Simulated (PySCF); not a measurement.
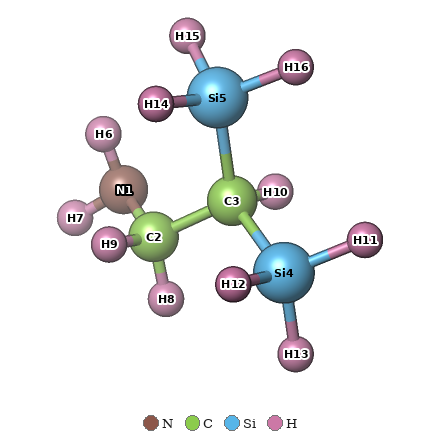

C₂H₁₁NSi₂, SMILES NCC([SiH3])[SiH3]. Vertical core-electron binding energies by ΔSCF (SCAN, pcX-2 on the ionised atom, pcseg-1 elsewhere, spin-free X2C; PySCF 2.14.0, at a PBE0-D3(BJ)/def2-SVP geometry (no frequency check)), gas phase, against the vacuum level. One atom of each kind was ionised; within a panel, areas follow the number of like atoms and 2j + 1 (2p levels are split by first-order spin-orbit coupling, an approximation), each panel is scaled alone, Gaussians of 0.4 eV full width. Only the regions named are shown.

Q: Predict the Si 2p, C 1s and N 1s photoelectron lines.

A:
```
   level     atoms  binding energy (eV)
Si 2p1/2  Si4, Si5                107.2
Si 2p3/2  Si4, Si5                106.6
    C 1s        C2                291.6
    C 1s        C3                289.8
    N 1s        N1                405.0
```

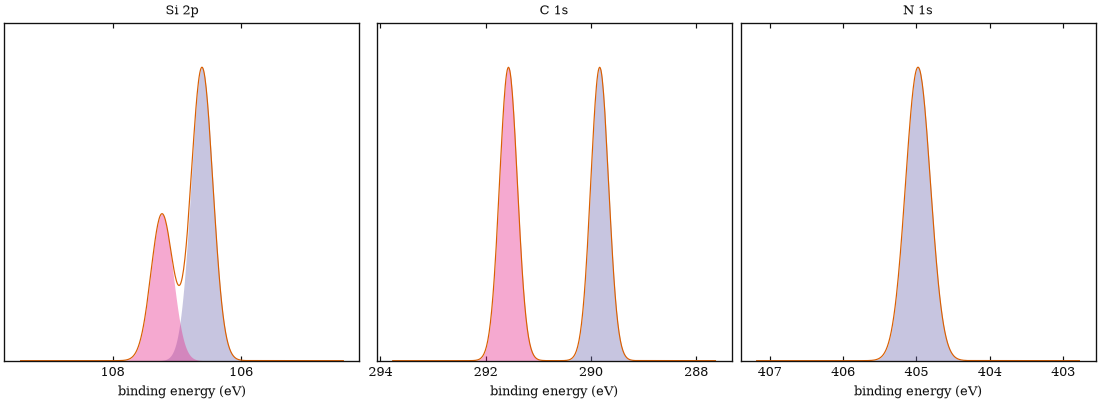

Note: one conformer of a flexible molecule.
